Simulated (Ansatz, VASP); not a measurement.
# As (Arsenic): VASP beside Ansatz

One calculation is typed for both programs; each brings its own data sets and cutoff. How far apart do they land?

Calculated with Ansatz 0.2.0; plane waves, with VASP 6.6.1 beside it; relaxation of cell and atoms at PBE.

## 1. The starting structure

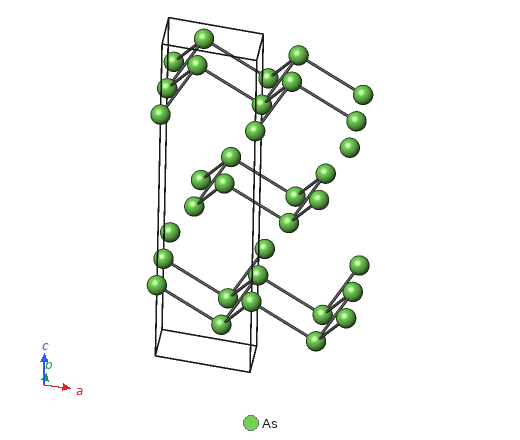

The cell as given, slightly off an axis (arsenic green). 2×2×1 cells are drawn. This picture shows the conventional cell, with its axes. Bonds to atoms that aren't drawn are left out. Some periodic images of atoms are drawn too.

As a file:

```cif
data_structure
_symmetry_space_group_name_H-M 'P 1'
_symmetry_Int_Tables_number 1
_cell_length_a 4.2205
_cell_length_b 4.2205
_cell_length_c 4.2205
_cell_angle_alpha 53.740
_cell_angle_beta 53.740
_cell_angle_gamma 53.740
_cell_volume 45.38
loop_
_atom_site_label
_atom_site_type_symbol
_atom_site_fract_x
_atom_site_fract_y
_atom_site_fract_z
_atom_site_occupancy
As1 As 0.77349 0.77349 0.77349 1
As2 As 0.22651 0.22651 0.22651 1
```

## 2. VASP: relaxation of cell and atoms, PBE

The relaxed volume is the usual yardstick between codes: its relative difference is about their pressure difference at one cell divided by the bulk modulus.

Lines of VASP's logs that name or quote its potential files are left out, and so is its time.

INCAR reads:

```
SYSTEM = As
PREC = Accurate
ENCUT = 520
EDIFF = 1E-07
NELM = 100
ISMEAR = 0
SIGMA = 0.05
LREAL = .FALSE.
ALGO = Normal
GGA = PE
NBANDS = 11
LORBIT = 11
LWAVE = .FALSE.
LCHARG = .FALSE.
KPAR = 4
IBRION = 2
NSW = 50
ISIF = 3
EDIFFG = -0.005
LASPH = .TRUE.
```

POSCAR reads:

```
As
1.0
    1.9075162428      1.1013050163      3.6001213468
   -1.9075162428      1.1013050163      3.6001213468
    0.0000000000     -2.2026100326      3.6001213468
As
2
Direct
    0.7734876847      0.7734876847      0.7734876847
    0.2265123153      0.2265123153      0.2265123153
```

KPOINTS reads:

```
Automatic mesh
0
Gamma
16 16 16
0 0 0
```

PAW data sets: As (PBE family, release 64).

Command:

```
$ mpirun -np 4 vasp_std
```

Numbers of over 12 decimals in the logs are rounded to 6 here.

What it wrote:

```text
[banner, memory and clock lines left out]
running    4 mpi-ranks, on    1 nodes
 distrk:  each k-point on    1 cores,    4 groups
 distr:  one band on    1 cores,    1 groups

 POSCAR found type information on POSCAR As
 POSCAR found :  1 types and       2 ions
 LDA part: xc-table for (Slater+PW92), standard interpolation
 POSCAR, INCAR and KPOINTS ok, starting setup
 FFT: planning ... GRIDC
 FFT: planning ... GRID_SOFT
 FFT: planning ... GRID
 WAVECAR not read
 entering main loop
       N       E                     dE             d eps       ncg     rms          rms(c)
DAV:   1     0.294580014983E+02    0.29458E+02   -0.41707E+03  9174   0.751E+02
DAV:   2    -0.773925731506E+01   -0.37197E+02   -0.35681E+02 12747   0.112E+02
DAV:   3    -0.934617243699E+01   -0.16069E+01   -0.16005E+01 11259   0.251E+01
DAV:   4    -0.935503031682E+01   -0.88579E-02   -0.88570E-02 10481   0.212E+00
DAV:   5    -0.935505657285E+01   -0.26256E-04   -0.26255E-04 11101   0.125E-01    0.311E+00
DAV:   6    -0.934646531716E+01    0.85913E-02   -0.51778E-03 10385   0.482E-01    0.187E+00
DAV:   7    -0.934199103594E+01    0.44743E-02   -0.11717E-02 10122   0.746E-01    0.910E-02
DAV:   8    -0.934212048298E+01   -0.12945E-03   -0.46052E-04 10608   0.135E-01    0.343E-02
DAV:   9    -0.934217493754E+01   -0.54455E-04   -0.75142E-05 10430   0.585E-02    0.126E-02
DAV:  10    -0.934217468411E+01    0.25343E-06   -0.56722E-06 10859   0.139E-02    0.375E-03
DAV:  11    -0.934217469816E+01   -0.14057E-07   -0.99090E-07 10307   0.659E-03
   1 F= -.93421747E+01 E0= -.93420984E+01  d E =-.934217E+01
 curvature:   0.00 expect dE= 0.000E+00 dE for cont linesearch  0.000E+00
 trial: gam= 0.00000 g(F)=  0.360E-06 g(S)=  0.436E-06 ort = 0.000E+00 (trialstep = 0.100E+01)
 search vector abs. value=  0.796E-06
 reached required accuracy - stopping structural energy minimisation
```

OUTCAR, selected parts (step 2):

```text
ion  position               nearest neighbor table
   1  0.773  0.773  0.773-   2 2.55   2 2.55   2 2.55
   2  0.227  0.227  0.227-   1 2.55   1 2.55   1 2.55

  LATTYP: Found a trigonal (rhomboedric) cell.
 ALAT       =     4.2204697212
 COS(alpha) =     0.5914502892

 Subroutine GETGRP returns: Found 12 space group operations
 (whereof 12 operations were pure point group operations)

The static configuration has the point symmetry D_3d.

 Found    417 irreducible k-points:

   k-points           NKPTS =    417   k-points in BZ     NKDIM =    417   number of bands    NBANDS=     11

   dimension x,y,z NGX =    32 NGY =   32 NGZ =   32
   dimension x,y,z NGXF=    64 NGYF=   64 NGZF=   64

   ENCUT  =  520.0 eV  38.22 Ry    6.18 a.u.   7.85  7.85  7.85*2*pi/ulx,y,z

   NELECT =      10.0000    total number of electrons

 k-points in reciprocal lattice and weights: Automatic mesh
   0.00000000  0.00000000  0.00000000       0.000
   0.06250000  0.00000000  0.00000000       0.001
   0.12500000  0.00000000  0.00000000       0.001
   0.18750000  0.00000000  0.00000000       0.001
   0.25000000  0.00000000  0.00000000       0.001
   0.31250000 -0.00000000  0.00000000       0.001
   0.37500000  0.00000000  0.00000000       0.001
   0.43750000  0.00000000 -0.00000000       0.001
   0.50000000  0.00000000  0.00000000       0.001
[...]
-0.43750000  0.50000000  0.43750000       0.001
   0.50000000  0.50000000  0.50000000       0.000

 average (electrostatic) potential at core
       1 -50.4360       2 -50.4360

 E-fermi :   4.9974

 k-point     1 :       0.0000    0.0000    0.0000
  band No.  band energies     occupation
      1      -9.7024      2.00000
      2      -1.1894      2.00000
      3       2.4886      2.00000
      4       3.0278      2.00000
      5       3.0278      2.00000
      6       6.5371      0.00000
      7       7.7174      0.00000
      8       7.7174      0.00000
      9      11.8329      0.00000
     10      11.8329      0.00000
    ...

 k-point     2 :       0.0625    0.0000    0.0000
  band No.  band energies     occupation
      1      -9.6525      2.00000
      2      -1.3449      2.00000
      3       2.5227      2.00000
      4       2.9612      2.00000
      5       2.9878      2.00000
      6       6.6563      0.00000
      7       7.5958      0.00000
      8       7.6843      0.00000
      9      11.4281      0.00000
     10      11.7548      0.00000
    ...

 k-point     3 :       0.1250    0.0000    0.0000
  band No.  band energies     occupation
      1      -9.5033      2.00000
      2      -1.7803      2.00000
      3       2.5025      2.00000
      4       2.8797      2.00000
      5       2.9430      2.00000
      6       6.7766      0.00000
      7       7.3676      0.00000
      8       7.5637      0.00000
      9      10.8345      0.00000
     10      11.5026      0.00000
    ...

  Total        0.0012417      0.0012417      0.0038699      0.0000000      0.0000000      0.0000000
  in kB        0.0438415      0.0438415      0.1366361      0.0000000      0.0000000      0.0000000
  external PRESSURE =       0.0747730 kB  Pullay stress =       0.0000000 kB

  energy-cutoff  :      520.00
  volume of cell :       45.38
      direct lattice vectors                 reciprocal lattice vectors
     1.907516243  1.101305016  3.600121347     0.262120966  0.151335610  0.092589472
    -1.907516243  1.101305016  3.600121347    -0.262120966  0.151335610  0.092589472
     0.000000000 -2.202610033  3.600121347     0.000000000 -0.302671220  0.092589472

 POSITION                                       TOTAL-FORCE (eV/Angst)
 -----------------------------------------------------------------------------------
      0.00000      0.00000      8.35395         0.000000      0.000000     -0.001933
      0.00000      0.00000      2.44642         0.000000     -0.000000      0.001933
 -----------------------------------------------------------------------------------
    total drift:                                0.000000      0.000000     -0.000000

  FREE ENERGIE OF THE ION-ELECTRON SYSTEM (eV)
  ---------------------------------------------------
  free  energy   TOTEN  =        -9.3421746982 eV

  energy  without entropy=       -9.3420221764  energy(sigma->0) =       -9.34209844

 reached required accuracy - stopping structural energy minimisation

 total charge
# of ion       s       p       d       tot
------------------------------------------
    1        1.304   1.334   0.043   2.680
    2        1.304   1.334   0.043   2.680
--------------------------------------------------
tot          2.607   2.668   0.086   5.361

[... 3 further parts left out ...]
```

## 3. Ansatz: relaxation of cell and atoms, PBE

Ansatz runs on its default PAW (the set named soft_2) files.

The same cell, functional, mesh and smearing now go to Ansatz, which takes its cutoff from its data sets.

input.yaml reads:

```yaml
crystal:
  lattice:
    - [1.9075162428, 1.1013050163, 3.6001213468]
    - [-1.9075162428, 1.1013050163, 3.6001213468]
    - [0.0, -2.2026100326, 3.6001213468]
  atoms:
    - { symbol: As, position: [0.7734876847, 0.7734876847, 0.7734876847] }
    - { symbol: As, position: [0.2265123153, 0.2265123153, 0.2265123153] }
hamiltonian:
  xc: pbe
  pseudopotentials: { kind: paw }
kpoints:
  mp_grid: { grid: [16, 16, 16] }
scf:
  occupations: { method: gaussian, width: 0.05 }
relax:
  f_tol: 0.01
  max_steps: 60
  cell: { stress_tol: 0.05 }
output:
  forces: true
  stress: true
```

Command:

```
$ ansatz run input.yaml --threads 4 --pin off --max-ram 9216MiB --backend cpu --events-out ev --progress --plain --runs-dir out
```

What it wrote:

```text
Engine: ansatz 0.2.0, aarch64-unknown-linux-gnu
Pseudopotentials: kind: paw
Pseudopotential: As, paw, valence charge 15, recommended cutoff 420 eV (normal), As.paw.azcp
Functional definition: PBE
  parameter kappa = 0.804
  parameter beta = 0.066725
  exchange = pbe_x(kappa = kappa, mu = beta*pi^2/3)
  correlation = pbe_c(beta = beta)
Crystal: 2 atoms, lattice volume = 45.378 Å³
Basis set: ecut = 420 eV, 901 PW (Γ), exchange–correlation on 60×60×60 points (8 copies of the dense FFT grid, shifted against one another)
Bands: 19, of which v1, the nominal top of the filled ones, is band 15 counted from 1 (14 counted from 0)
Symmetry: 12 space group operations
Space group: R-3m (ITA 166), of the structure as read, at distance tolerance 3.6e-5 Å
k-points: 417 of 4096
Non-local potential: As, projectors of the file, l = 0: 2, l = 1: 2, l = 2: 3, l = 3: 1
PAW form: soft (Blöchl's): semilocal exchange-correlation on the pseudo side does not see the compensation charge
PAW one-centre angular grid: As, 590 points (default); XC on 64 Gauss nodes
Initial density: superposition of atomic densities (neutral atoms: chi_scale 0, normalization atom), corrected by the library's trained network
Initial wavefunctions: pseudopotential atomic-orbital guess
Functional: x = pbe(κ = 0.804, μ = 0.219515), c = pbe(β = 0.066725)
SCF iter   1: F=—  HF=-9712.272230 eV  |F-HF|=—  |Δ(HF+E_count)|=         —  Δρ=1.54e-3  dr2=9.71e-4  ethr=1.77e-3  ⟨swp⟩=5.8  Hψ=36872  notcnv=0
preconditioner: auto → Kerker (q_TF=auto, 2.546 Å⁻¹)  [metal: Δε(μ)=0.048 eV  Ē_g=9.957 eV  σ=0.050 eV  W_gap=0.49  n_scr=14 (ndim 8)  ℏωp=17.4 eV  f_vac=0.010  D(μ)=0.11/eV (n_scr^D=0)]
SCF iter   2: F=—  HF=-9712.272293 eV  |F-HF|=—  |Δ(HF+E_count)|=   6.31e-5  Δρ=9.01e-4  dr2=3.13e-4  ethr=3.24e-6  ⟨swp⟩=2.0  Hψ=16134  notcnv=0
preconditioner: auto → none  [insulator: Δε(μ)=0.053 eV  Ē_g=9.957 eV  σ=0.050 eV  W_gap=0.53  n_scr=14 (ndim 8)  ℏωp=17.4 eV  f_vac=0.009  D(μ)=0.11/eV (n_scr^D=0)  ε∞_Penn≈4.1]
SCF iter   3: F=—  HF=-9712.272420 eV  |F-HF|=—  |Δ(HF+E_count)|=   1.27e-4  Δρ=2.27e-4  dr2=2.13e-5  ethr=1.04e-6  ⟨swp⟩=2.0  Hψ=14180  notcnv=0
SCF iter   4: F=—  HF=-9712.272408 eV  |F-HF|=—  |Δ(HF+E_count)|=   1.22e-5  Δρ=8.82e-5  dr2=2.07e-6  ethr=7.10e-8  ⟨swp⟩=2.0  Hψ=14180  notcnv=0
iter 5 did not close the SCF: its close was put off for the readings that it lacked (scf_convergence_deferred on its scf_iter line)
SCF iter   5: F=-9712.272411 eV  HF=-9712.272411 eV  |F-HF|=1.19e-8  |Δ(HF+E_count)|=   3.24e-6  Δρ=1.46e-5  dr2=4.47e-8  ethr=6.89e-9  ⟨swp⟩=2.0  Hψ=14186  notcnv=0
SCF iter   6: F=-9712.272411 eV  HF=-9712.272411 eV  |F-HF|=1.30e-8  |Δ(HF+E_count)|=   2.81e-8  Δρ=3.09e-6  dr2=3.27e-9  ethr=1.49e-10  ⟨swp⟩=2.4  Hψ=26490  notcnv=0
SCF 1 converged in 6 iterations: F = -9712.272411 eV  dr2 = 3.27e-9
  greatest PAW one-centre occupation: 0.999 electrons in one spin orbital (limit 2), on the As atom at site 1 (counted from 0), in its partial waves of l = 2
relax step   1: F+E_penalty+E_count = -9712.27241108 eV  Δ(F+E_penalty+E_count) = +0.000e0 eV  max|allowed force component| = 4.563e-2 eV/Å  Δτ_max = 0.0000 Å  P = -0.226 GPa  Ω = 45.378 Å³  (6 SCF iters, dr2 threshold 1.00e-7 eV, accepted)
[...]
relax step   2: F+E_penalty+E_count = -9712.27256090 eV  Δ(F+E_penalty+E_count) = -1.498e-4 eV  max|allowed force component| = 2.614e-2 eV/Å  Δτ_max = 0.0043 Å  P = +0.045 GPa  Ω = 45.339 Å³  energy of the carried Pulay correction = +5.239e-6 eV  (6 SCF iters, dr2 threshold 1.71e-7 eV, accepted)
[...]
relax step   3: F+E_penalty+E_count = -9712.27262285 eV  Δ(F+E_penalty+E_count) = -6.194e-5 eV  max|allowed force component| = 9.730e-5 eV/Å  Δτ_max = 0.0015 Å  P = +0.037 GPa  Ω = 45.315 Å³  energy of the carried Pulay correction = +8.504e-6 eV  (6 SCF iters, dr2 threshold 6.18e-8 eV, accepted)
[...]
relax step   4: F+E_penalty+E_count = -9712.27262946 eV  Δ(F+E_penalty+E_count) = -6.617e-6 eV  max|allowed force component| = 2.660e-3 eV/Å  Δτ_max = 0.0005 Å  P = -0.003 GPa  Ω = 45.370 Å³  energy of the carried Pulay correction = +1.011e-6 eV  (6 SCF iters, dr2 threshold 9.11e-9 eV, accepted)
[...]
relax step   5: F+E_penalty+E_count = -9712.27262919 eV  Δ(F+E_penalty+E_count) = +2.693e-7 eV  max|allowed force component| = 2.662e-3 eV/Å  Δτ_max = 0.0000 Å  P = -0.003 GPa  Ω = 45.370 Å³  stress off target by 1.63e-2 GPa  SCF on the basis re-selected at this cell (its energy is not comparable with the rows above)  (7 SCF iters)
basis re-selected at this cell: Δ(F+E_penalty+E_count) = +2.693e-7 eV, ΔP = +0.000 GPa vs the last step (what re-selecting the basis moved, of the pressure what is left beyond the Pulay correction that the steps carried, after the strain that the cell walked since its last selection, with what the two solves' SCF thresholds leave and, on support functions, any second-order correction that the steps lacked; it is no m [...]
SCF converged after 7 iterations
Free energy (F): -9712.272629 eV
Harris-Foulkes:  -9712.272629 eV  (|F-HF|=0.00e0)
Internal energy: -9712.272475 eV  (E = F + TS)
E sigma→0 (E₀):  -9712.272552 eV
Entropy (-TS):   -0.000155 eV (-0.077 meV/atom)
Fermi energy:    10.042345 eV
--- Per-component energies (eV) ---
  E_band       = -488.343366
  E_kinetic    = 203.963878
  E_local      = -3437.331297  (includes V_loc(G=0)·N_el)
  E_nonlocal   = -1341.537693
  E_hartree    = 1889.107298
  E_xc         = -158.026416
  E_vxc        = -157.824256  (∫ρ·V_xc dr)
  E_paw        = -3669.034900  (= ΣΔE_a)
  E_vpaw       = 466.171390  (= ΣTr[D̂ρ^β])
  E_aug_tail   = 0.000017  (compensation charges beyond the density's cutoff)
  E_ewald      = -3199.413361
  E_smearing   = -0.000155  (= −TS)
  E_closure    = -0.000000  (closes the sum)
  Σ components = -9712.272629   (vs F -9712.272629, Δ=0.00e0)
--- Forces (eV/Å), atoms counted from 1 ---
  atom   1  As    -0.00000000     0.00000000     0.00266150
  atom   2  As     0.00000000    -0.00000000    -0.00266150
  max |Σ_I F_I| component: 1.73e-18 eV/Å
--- Stress (GPa, compression-positive) ---
       -0.013144      -0.000000      -0.000000
       -0.000000      -0.013144       0.000000
       -0.000000       0.000000       0.016283
  P = ⅓ Tr σ = -0.0033 GPa (-0.033 kbar)
--- Relaxed structure (4 steps of the walk, 4 accepted, 1 SCFs on fresh bases) ---
  F+E_penalty+E_count = -9712.27262919 eV   max|allowed force component| = 2.662e-3 eV/Å   (the final SCF, on the basis selected at the relaxed cell)
  cell:  # Å, volume = 45.3704 Å³
    - [1.904881, 1.099784, 3.609491]
    - [-1.904881, 1.099784, 3.609491]
    - [0, -2.199567, 3.609491]
  atoms:
    - { symbol: As, position: [0.773796, 0.773796, 0.773796] }
    - { symbol: As, position: [0.226204, 0.226204, 0.226204] }
```

The job ended after 24 s (4 threads of Arm Neoverse V1, shared host; peak memory 0.59 GiB; 91 s of CPU time).

## 4. Side by side

Known differences besides the PAW data sets themselves: both relaxations stop at a tolerance, which leaves soft axes loose, and VASP keeps its plane-wave basis; the data sets hold 30 valence electrons in Ansatz (default PAW (the set named soft_2) files) and 10 in VASP; the cutoff is 420 eV in Ansatz and 520 eV in VASP; Ansatz adds a Pulay correction to the stress that steers its cell, VASP none. Total energies have different zeros and are not compared.

Compared:

| quantity | Ansatz | VASP | difference |
| --- | --- | --- | --- |
| volume (Å³) | 45.37 | 45.38 | -0.02 % |
| edge a after relaxation, in the typed setting (Å) | 4.227 | 4.221 | +0.15 % |

The walks stopped with 0.00 GPa left in Ansatz and 0.01 GPa in VASP; each walk ends within a tolerance, so the volume difference is uncertain by about these residues over the bulk modulus, most in soft cells.

## 5. Summary of results

- difference in edge a after relaxation, in the typed setting (relaxation of cell and atoms, PBE): 0.15 %

The difference in edge a after relaxation, in the typed setting is 0.15 % (relaxation of cell and atoms, PBE), within the 1.2 % picked in this series as the mark of a large difference, as far as the stopping tolerances let one tell. How closely two codes agree says nothing of how well the functional describes the real material.

[Lines on the potential files, build, host, timing and source positions are cut from VASP's logs without a mark.]

[Logs are printed without paths, hosts, clocks, repeated set-up lines and the standing remarks that a program may print on its own settings, such as how far it seeks lower states.]

[Hosts, paths, dates, database ids (printed as entryN), source tags and the programs' standing remarks are cut or masked in the printed files.]
